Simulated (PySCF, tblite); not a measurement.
**C3H11NO2Si+ (doublet): geometry, infrared bands and EPR parameters**

What infrared bands and EPR parameters should C3H11NO2Si+ (doublet) (`CC(C)O[Si@H]([NH2+])O`) show?

Computed with tblite 0.8.0 and PySCF 2.14.0, with density-fitted response routines of our own, on a single molecule in the gas phase. Atoms count from 0, in the outputs and in this text.

### Step 1. Starting geometry

18 atoms, charge 1, multiplicity 2; geometry from: force field or distance geometry start.

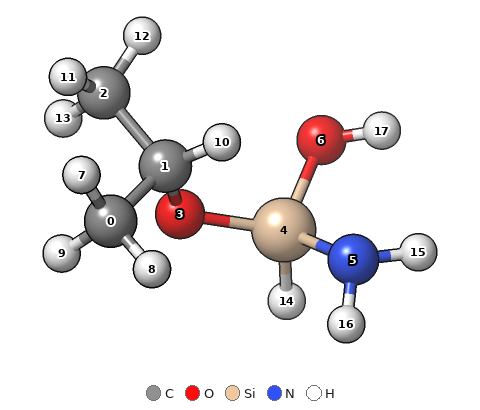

As it starts; carbon grey, oxygen red, silicon light orange, nitrogen blue, hydrogen white, atoms numbered; sticks join atoms by distance.

### Step 2. Geometry optimisation with GFN2-xTB

Job settings and geometry (Å):

```
{"job": {"kind": "relax", "xc": "GFN2-xTB", "basis": "xTB"}, "charge": 1, "multiplicity": 2}
C      1.668000    -1.198400    -0.393700
C      0.828800     0.068400    -0.213200
C      1.878000     1.142800     0.133200
O      0.060600    -0.111600     0.911800
Si    -1.608800     0.047500     0.727000
N     -2.294200    -0.784300    -0.692100
O     -2.023800     1.719100     0.726100
H      2.504600    -0.904600    -1.071100
H      1.036900    -1.990600    -0.814500
H      2.022300    -1.484400     0.622900
H      0.293300     0.300100    -1.125000
H      2.743100     0.918800    -0.513800
H      1.472000     2.154300    -0.119200
H      2.090900     1.032700     1.197800
H     -2.261000    -0.536500     1.917600
H     -3.274600    -0.430300    -0.875700
H     -2.391800    -1.798700    -0.509600
H     -2.753100     1.862000     0.079800
```

Launch:

```bash
OMP_NUM_THREADS=1 python probes_run.py task.json out
```

This one command runs all jobs of the session in turn.

Log:

```text
step      E/eV     max force
  0    -664.13344    3.129
  1    -664.52643    1.881
  2    -664.73912    2.140
  3    -664.81942    0.911
  4    -664.88789    0.628
  5    -664.94169    0.857
  6    -665.00217    0.716
  7    -665.04275    0.362
  8    -665.05949    0.297
  9    -665.07059    0.353
 10    -665.08677    0.404
 11    -665.11305    0.520
 12    -665.14598    0.770
 13    -665.17407    0.495
 14    -665.20626    0.377
 15    -665.21332    0.228
 16    -665.22157    0.215
 17    -665.22933    0.144
 18    -665.23334    0.172
 19    -665.23948    0.128
 20    -665.24319    0.122
 21    -665.24676    0.139
 22    -665.25100    0.196
 23    -665.25568    0.223
 24    -665.25944    0.171
 25    -665.26199    0.119
 26    -665.26378    0.113
 27    -665.26509    0.084
 28    -665.26625    0.067
 29    -665.26741    0.093
 30    -665.26844    0.098
 31    -665.26941    0.092
 32    -665.27027    0.081
 33    -665.27169    0.101
 34    -665.27310    0.140
 35    -665.27609    0.153
 36    -665.27925    0.180
 37    -665.28253    0.180
 38    -665.28488    0.155
 39    -665.28713    0.172
 40    -665.28974    0.145
 41    -665.29204    0.358
 42    -665.29510    0.142
 43    -665.29862    0.144
 44    -665.30137    0.205
 45    -665.30618    0.272
 46    -665.31091    0.250
 47    -665.31598    0.165
 48    -665.32090    0.184
 49    -665.32797    0.299
 50    -665.33661    0.431
 51    -665.35208    0.359
 52    -665.36802    0.305
 53    -665.37374    0.274
 54    -665.37979    0.192
 55    -665.38991    0.290
 56    -665.39886    0.416
 57    -665.40692    0.333
 58    -665.41454    0.286
 59    -665.42172    0.215
 60    -665.42774    0.191
 61    -665.43297    0.183
 62    -665.43755    0.112
 63    -665.43979    0.112
 64    -665.44194    0.106
 65    -665.44317    0.174
 66    -665.44467    0.095
 67    -665.44573    0.074
 68    -665.44672    0.058
 69    -665.44733    0.064
 70    -665.44828    0.065
 71    -665.44904    0.061
 72    -665.44985    0.061
 73    -665.45061    0.109
 74    -665.45156    0.074
 75    -665.45276    0.089
 76    -665.45427    0.087
 77    -665.45563    0.093
 78    -665.45709    0.082
 79    -665.45829    0.086
 80    -665.45925    0.084
 81    -665.46008    0.067
 82    -665.46105    0.069
 83    -665.46214    0.081
 84    -665.46322    0.075
 85    -665.46419    0.076
 86    -665.46510    0.060
 87    -665.46593    0.062
 88    -665.46662    0.077
 89    -665.46724    0.073
 90    -665.46787    0.052
 91    -665.46863    0.058
 92    -665.46950    0.065
 93    -665.47039    0.076
 94    -665.47119    0.075
 95    -665.47192    0.081
 96    -665.47278    0.090
 97    -665.47351    0.056
 98    -665.47410    0.061
 99    -665.47457    0.053
100    -665.47515    0.047
101    -665.47561    0.051
102    -665.47593    0.041
103    -665.47620    0.091
104    -665.47647    0.054
105    -665.47678    0.034
106    -665.47694    0.046
107    -665.47732    0.074
108    -665.47766    0.078
109    -665.47807    0.051
110    -665.47841    0.043
111    -665.47876    0.043
112    -665.47915    0.058
113    -665.47963    0.063
114    -665.48023    0.060
115    -665.48096    0.063
116    -665.48187    0.074
117    -665.48293    0.108
118    -665.48422    0.136
119    -665.48518    0.139
120    -665.48687    0.089
121    -665.48823    0.069
122    -665.49013    0.080
123    -665.49068    0.095
124    -665.49142    0.081
125    -665.49232    0.105
126    -665.49313    0.135
127    -665.49502    0.144
128    -665.49760    0.074
129    -665.49997    0.114
130    -665.50099    0.082
131    -665.49973    0.295
132    -665.50222    0.133
133    -665.50254    0.078
134    -665.50305    0.100
135    -665.50391    0.136
136    -665.50470    0.114
137    -665.50565    0.057
138    -665.50632    0.069
139    -665.50687    0.055
140    -665.50726    0.048
141    -665.50761    0.086
142    -665.50794    0.045
143    -665.50827    0.053
144    -665.50871    0.054
145    -665.50922    0.059
146    -665.50986    0.065
147    -665.51031    0.057
148    -665.51059    0.035
149    -665.51080    0.034
150    -665.51102    0.037
151    -665.51122    0.035
152    -665.51135    0.030
153    -665.51144    0.026
154    -665.51151    0.021
155    -665.51158    0.020
156    -665.51163    0.020
157    -665.51168    0.018
158    -665.51173    0.020
159    -665.51178    0.015
160    -665.51182    0.016
161    -665.51187    0.016
162    -665.51194    0.021
163    -665.51206    0.027
164    -665.51223    0.025
165    -665.51241    0.031
166    -665.51258    0.035
167    -665.51276    0.043
168    -665.51302    0.055
169    -665.51340    0.071
170    -665.51383    0.061
171    -665.51427    0.055
172    -665.51477    0.049
173    -665.51537    0.071
174    -665.51591    0.095
175    -665.51651    0.104
176    -665.51717    0.045
177    -665.51777    0.078
178    -665.51813    0.041
179    -665.51849    0.061
180    -665.51883    0.074
181    -665.51919    0.051
182    -665.51958    0.086
183    -665.52014    0.070
184    -665.52069    0.060
185    -665.52160    0.081
186    -665.52230    0.063
187    -665.52317    0.068
188    -665.52367    0.085
189    -665.52261    0.296
190    -665.52428    0.047
191    -665.52451    0.030
192    -665.52505    0.074
193    -665.52538    0.067
194    -665.52600    0.052
195    -665.52649    0.079
196    -665.52700    0.139
197    -665.52768    0.089
198    -665.52824    0.079
199    -665.52870    0.073
200    -665.52907    0.052
201    -665.52958    0.051
202    -665.52999    0.073
203    -665.53014    0.108
204    -665.53060    0.073
205    -665.53086    0.076
206    -665.53140    0.056
207    -665.53223    0.079
208    -665.53282    0.100
209    -665.53352    0.083
210    -665.53445    0.096
211    -665.53502    0.091
212    -665.53604    0.081
213    -665.53690    0.062
214    -665.53739    0.050
215    -665.53777    0.039
216    -665.53826    0.060
217    -665.53907    0.099
218    -665.53989    0.079
219    -665.54063    0.171
220    -665.54131    0.061
221    -665.54171    0.059
222    -665.54199    0.029
223    -665.54224    0.041
224    -665.54243    0.053
225    -665.54257    0.027
226    -665.54269    0.025
227    -665.54277    0.029
228    -665.54284    0.032
229    -665.54290    0.022
230    -665.54295    0.014
231    -665.54302    0.019
232    -665.54308    0.023
233    -665.54315    0.029
234    -665.54322    0.032
235    -665.54328    0.025
236    -665.54332    0.018
237    -665.54334    0.011
238    -665.54336    0.008
```

Run time: 1.9 s. Hardware: 1 thread of Arm Neoverse V1, shared host.

The steps of the relaxation: (not every step is listed)

```
step  energy from step 0 (eV)  largest force (eV/Å)
   0                   0.0000                3.1285
   1                  -0.3930                1.8812
   2                  -0.6057                2.1396
   3                  -0.6860                0.9113
   4                  -0.7545                0.6285
   5                  -0.8083                0.8574
   6                  -0.8687                0.7156
   7                  -0.9093                0.3618
   8                  -0.9261                0.2973
  30                  -1.1350                0.0982
  52                  -1.2346                0.3055
  74                  -1.3181                0.0738
  96                  -1.3393                0.0902
 118                  -1.3508                0.1358
 140                  -1.3738                0.0478
 162                  -1.3785                0.0207
 184                  -1.3872                0.0598
 206                  -1.3980                0.0563
 228                  -1.4094                0.0324
 233                  -1.4097                0.0292
 234                  -1.4098                0.0324
 235                  -1.4098                0.0247
 236                  -1.4099                0.0184
 237                  -1.4099                0.0110
 238                  -1.4099                0.0082
```

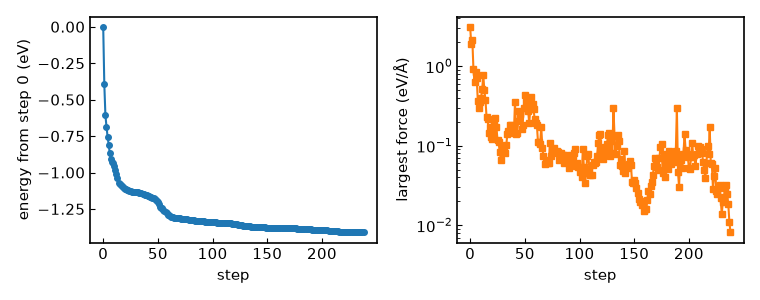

Energy and largest force along the relaxation.

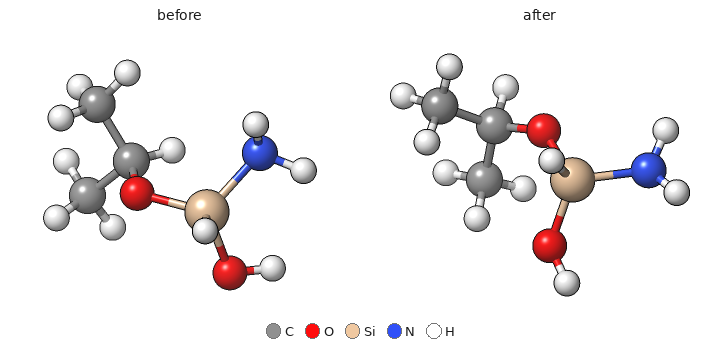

The geometry before (left) and after (right).

Close pairs (by a distance rule), those that changed most:

```
  bond  before (Å)  after (Å)  change (Å)
Si4–O6       1.722      1.601      -0.121
O3–Si4       1.687      1.613      -0.074
Si4–N5       1.782      1.723      -0.059
N5–H15       1.058      1.008      -0.051
 C0–H7       1.116      1.085      -0.031
C2–H12       1.119      1.088      -0.031
O6–H17       0.985      0.955      -0.030
C1–H10       1.083      1.112      +0.029
```

The next job starts from the end point, and lists it.

### Step 3. Infrared spectrum with GFN2-xTB

Job settings and geometry (Å):

```
{"job": {"kind": "ir", "xc": "GFN2-xTB", "basis": "xTB"}, "charge": 1, "multiplicity": 2}
C      1.928793    -1.125935     0.187871
C      1.063381    -0.167225    -0.634025
C      1.334959     1.296018    -0.366713
O     -0.272723    -0.512597    -0.551999
Si    -1.515012    -0.239371     0.440049
N     -2.913775    -0.173486    -0.563447
O     -1.288171     1.045718     1.367360
H      2.981701    -0.939938     0.002463
H      1.702114    -2.160700    -0.054719
H      1.710256    -0.961851     1.242673
H      1.326472    -0.374054    -1.694068
H      2.394169     1.512646    -0.466403
H      0.772985     1.928403    -1.051225
H      1.010769     1.547278     0.644150
H     -1.545393    -1.463535     1.261290
H     -3.839877    -0.120279    -0.169423
H     -2.929311    -0.649864    -1.452668
H     -1.930094     1.565088     1.847177
```

Log:

```text
mode    cm-1     km/mol
  1      29.8      1.88
  2      59.2      4.31
  3     115.3      5.02
  4     176.4      0.16
  5     182.8      1.99
  6     214.9      1.17
  7     217.5     13.85
  8     242.9      7.27
  9     263.7     41.76
 10     293.7     87.25
 11     354.9      6.34
 12     415.3     12.75
 13     511.8     55.06
 14     551.6    176.75
 15     582.6     94.94
 16     621.5     25.54
 17     669.1     14.07
 18     703.8    162.94
 19     765.1     20.00
 20     845.4     11.68
 21     889.5      0.24
 22     916.2      1.60
 23     954.2      1.92
 24     981.8    169.86
 25    1016.2     19.76
 26    1050.8     66.87
 27    1096.0    119.31
 28    1130.7     87.13
 29    1193.8     37.37
 30    1206.7     44.58
 31    1358.9     51.09
 32    1385.0     58.83
 33    1399.0     39.43
 34    1419.3     21.06
 35    1436.8      8.54
 36    1451.0     63.93
 37    1457.4     16.35
 38    2078.1     40.86
 39    2714.8     68.11
 40    2994.3     33.49
 41    3010.6     15.31
 42    3034.2     22.92
 43    3055.6      2.00
 44    3066.1      0.74
 45    3072.6      0.22
 46    3455.8    176.51
 47    3493.7     33.23
 48    3633.3    183.34
```

It took 0.66 s on 1 thread of Arm Neoverse V1, shared host.

Which atoms move in the most intense modes:

```
cm⁻¹  km/mol                                  atoms
 294    87.2                               H17 74 %
 552   176.8  H14 49 %, H16 17 %, H15 14 %, N5 13 %
 583    94.9           H14 40 %, H16 21 %, H15 17 %
 704   162.9                      H17 78 %, O6 11 %
 982   169.9                      O6 35 %, Si4 30 %
1096   119.3    H10 47 %, H9 16 %, C1 12 %, C0 10 %
3456   176.5                     H16 62 %, H15 33 %
3633   183.3                               H17 94 %
```

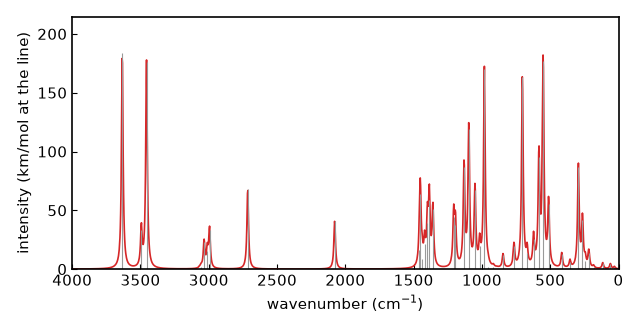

The infrared spectrum from these modes, unscaled. Lines are broadened to a width of 14 cm⁻¹ (Lorentzian).

### Step 4. EPR parameters: B3LYP/pcH-1

The job, as its differences from that of step 3:

```diff
@@ -1,2 +1,2 @@
-{"job": {"kind": "ir", "xc": "GFN2-xTB", "basis": "xTB"}, "charge": 1, "multiplicity": 2}
+{"job": {"kind": "epr", "basis": "pcH-1"}, "charge": 1, "multiplicity": 2}
 C      1.928793    -1.125935     0.187871
```

Method: UKS B3LYP, pcH-1 on C H N O Si, non-relativistic, mean-field spin-orbit, GIAO.

Log:

```text
UKS, coarse grid
  cycle   1  E = -615.22871297  |g| = 7.69e-01
  cycle   2  E = -614.43947608  |g| = 1.57e+00
  cycle   3  E = -615.38585311  |g| = 3.61e-01
  cycle   4  E = -615.38935050  |g| = 3.42e-01
  cycle   5  E = -615.45039982  |g| = 9.18e-02
  cycle   6  E = -615.45446224  |g| = 5.55e-02
  cycle   7  E = -615.45559714  |g| = 3.43e-02
  cycle   8  E = -615.45592578  |g| = 2.25e-02
  cycle   9  E = -615.45616523  |g| = 9.00e-03
  cycle  10  E = -615.45621054  |g| = 2.20e-03
  cycle  11  E = -615.45621176  |g| = 1.39e-03
  cycle  12  E = -615.45621270  |g| = 1.67e-04
UKS, final grid
  cycle   1  E = -615.45625199  |g| = 3.73e-04
  cycle   2  E = -615.45625126  |g| = 1.30e-03
  cycle   3  E = -615.45625202  |g| = 2.59e-04
  cycle   4  E = -615.45625206  |g| = 2.97e-05
  cycle   5  E = -615.45625206  |g| = 1.69e-05
E = -615.45625206 Eh   <S^2> = 0.7560 (exact 0.7500)
g shifts (ppm)      1          2          3
  rmc          -208       -208       -208
  gc              9         40         51
  oz_so         739       3141      10223
  total         540       2974      10067
hyperfine (MHz)  atom isotope    a_iso     a_fc   dipolar eigenvalues
    0   13C      15.91      15.84     -7.72     -7.42     15.14
    1   13C     -14.98     -15.22     -9.56     -7.20     16.76
    2   13C      -3.81      -3.88     -1.74     -0.81      2.54
    3   17O     -15.49     -14.64    -70.67     34.97     35.70
    4  29Si      92.72      92.83     -6.81      1.83      4.98
    5   14N      11.83      11.81    -20.75    -20.47     41.22
    6   17O       5.72       5.81     -9.95      4.64      5.32
    7    1H      -0.24      -0.26     -4.12     -0.90      5.02
    8    1H      -3.78      -3.79     -3.45     -1.65      5.10
    9    1H      32.77      32.78     -4.20      0.30      3.90
   10    1H     197.01     197.00     -7.08     -5.12     12.20
   11    1H      -0.09      -0.11     -1.45     -1.20      2.65
   12    1H      14.45      14.44     -2.24     -0.29      2.53
   13    1H      38.40      38.40     -2.37      0.03      2.34
   14    1H     368.96     368.96     -3.80     -3.52      7.32
   15    1H     -29.01     -29.03    -24.33     -6.00     30.33
   16    1H     -28.01     -28.06    -22.53     -6.67     29.20
   17    1H      -2.67      -2.69     -3.04     -1.48      4.52
```

Run time: 2 min. Hardware: 1 thread of Arm Neoverse V1, shared host; peak memory 0.97 GiB.

Principal g values 2.00286, 2.00529, 2.01239; g(iso) = 2.00685, against 2.00232 for a free electron.

Mean a(iso) over the nuclei that a row names, and the largest dipolar term of the row (other rows stand at the frozen geometry):

```
       nuclei  isotope  a(iso) (MHz)  a(iso) (G, at g = 2.0023)  largest dipolar term (MHz)
          H14       1H         369.0                      131.7                         7.3
          H10       1H         197.0                       70.3                        12.2
          Si4     29Si          92.7                       33.1                        -6.8
     H15, H16       1H         -28.5                      -10.2                        30.3
H11, H12, H13       1H          17.6                        6.3                         2.6
           C0      13C          15.9                        5.7                        15.1
           O3      17O         -15.5                       -5.5                       -70.7
           C1      13C         -15.0                       -5.3                        16.8
           N5      14N          11.8                        4.2                        41.2
   H7, H8, H9       1H           9.6                        3.4                         5.1
           O6      17O           5.7                        2.0                       -10.0
           C2      13C          -3.8                       -1.4                         2.5
          H17       1H          -2.7                       -1.0                         4.5
```

Mulliken spin populations:

C0 0.06; C1 0.03; C2 0.00; O3 0.21; Si4 -0.05; N5 0.45; O6 0.02; H7 0.00; H8 0.00; H9 0.01; H10 0.08; H11 0.00; H12 0.01; H13 0.01; H14 0.19; H15 -0.01; H16 -0.01; H17 0.00

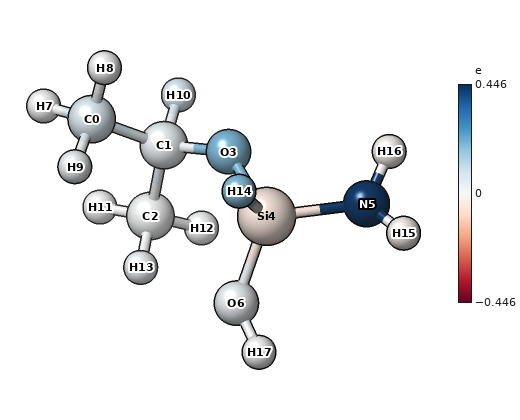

Mulliken spin populations, as colours on the atoms.

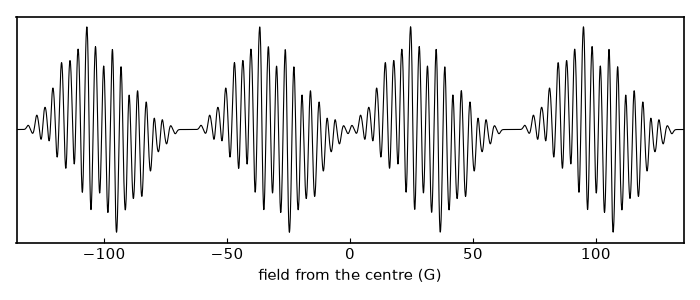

First-order isotropic spectrum (first derivative, main isotopes with spin only, couplings over 0.8 MHz, Gaussian width 0.7 G; couplings of the frozen geometry, rotation of groups not averaged beyond the rows shown).

Orbitals, density, ELF and potential are computed afterwards from the orbital file.

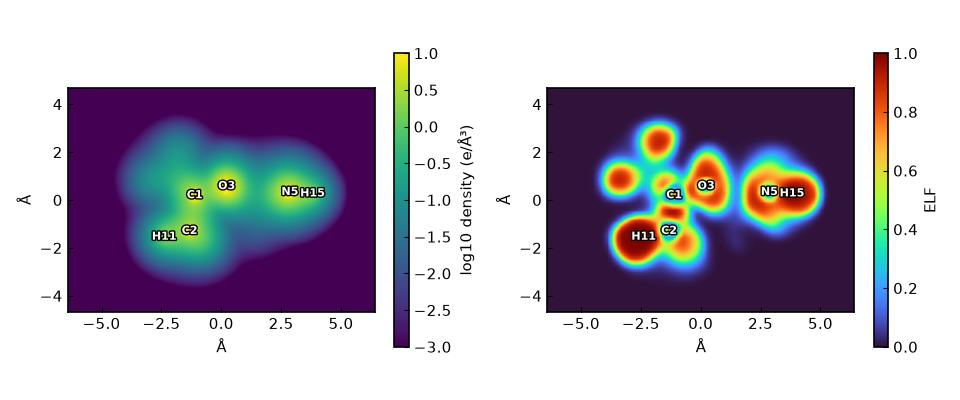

Density (left) and ELF (right) in a plane through or near 6 of the atoms.

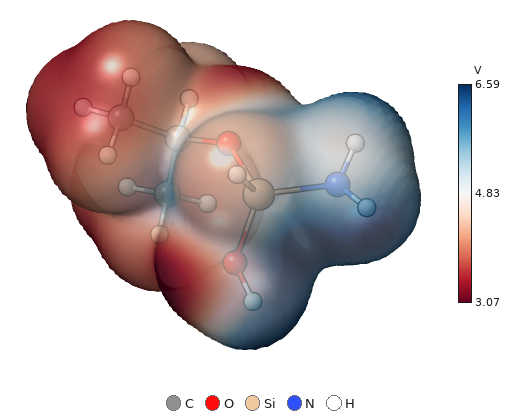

The potential that a unit positive charge feels on the 0.002 e/bohr³ surface, from 3.07 V near O6 to 6.59 V near H17.

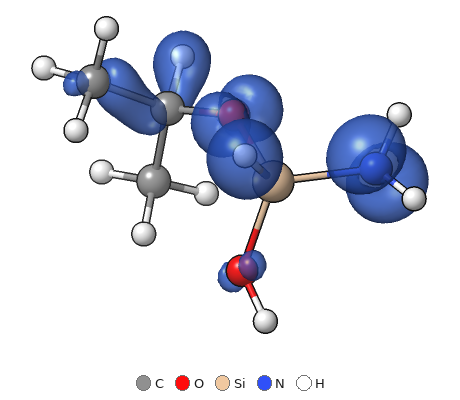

Spin density at ±0.04 e/Å³ (alpha excess blue, beta excess red).

### Step 5. Summary of results

```
                                 quantity                  value
strongest single infrared mode (GFN2-xTB)  3633 cm⁻¹, 183 km/mol
             zero-point energy (GFN2-xTB)          88.3 kcal/mol
                           g(iso) (B3LYP)                2.00685
                                     ⟨S²⟩     0.756 (exact 0.75)
       largest a(iso) (averaged by class)   1H on H14, 369.0 MHz
```

**Reading.** Relaxing lowered the energy by 1.410 eV in 238 steps; the close pair that moved most is Si4–O6, from 1.722 to 1.601 Å. All 48 modes are real, so the xTB geometry is a minimum. The strongest single mode, at 3633 cm⁻¹, moves mainly H17. GFN2-xTB is a fitted tight-binding method: band positions and strengths are rough. Its intensities can rank the bands wrongly. N5 carries the largest spin population, 0.45 e. The isotropic g lies 4.5 ppt above the free-electron value.
